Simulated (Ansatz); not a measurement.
Band structure of RuRh (P-6m2, 2 atoms in the cell).

```yaml
crystal:
  lattice:
    - [2.77309, 0.00000, 0.00000]
    - [-1.38655, 2.40157, 0.00000]
    - [0.00000, 0.00000, 4.39938]
  atoms:
    - { symbol: Ru, position: [0.00000, 0.00000, 0.50000] }
    - { symbol: Rh, position: [0.66667, 0.33333, 0.00000] }
```

Method: PBEsol, PAW files made with PBE (plane waves; Ansatz, a first-principles code).

Settings: kpoints.mp_grid.grid = 9 9 5; hamiltonian.xc = pbesol; hamiltonian.pseudopotentials = {kind: paw} (an earlier, softer set of the program's PAW files); scf.occupations.method = fermi_dirac; scf.occupations.width = 0.136 eV; kpoints.band_path.npoints = 8.

The starting cell comes from a database of computed structures (which also holds hypothetical and non-ambient phases and stackings), without a prior relaxation at this level. Its lattice was rescaled by a random factor within 2.5 % of one. Spin polarisation is off.

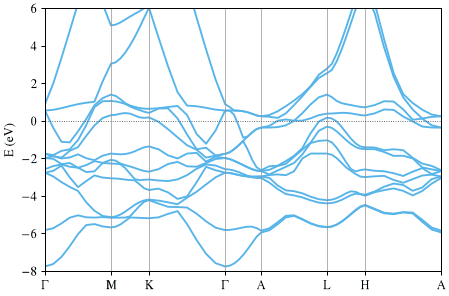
Fig. 1. Bands along the path, energies from the Fermi level.

Levels in eV from the Fermi level, bands 13 to 20:
```
point     13     14     15     16     17     18    19    20
-----  -----  -----  -----  -----  -----  -----  ----  ----
Γ      -2.58  -1.98  -1.98  -1.76  -1.76   0.55  0.55  0.89
M      -2.27  -2.08  -1.74   0.30   1.06   1.40  3.04  5.09
K      -3.12  -2.71  -1.36   0.18   0.43   0.64  6.03  6.20
A      -2.96  -2.68  -2.68  -2.63  -0.36  -0.36  0.24  0.24
L      -1.74  -1.04  -0.30   0.17   0.39   1.40  2.54  2.79
H      -3.00  -2.59  -1.51  -1.41   0.29   0.72  6.95  7.56
```

Bands cross the Fermi level along this path, so the cell is metallic at this level.

Keys are those of Ansatz 0.2.
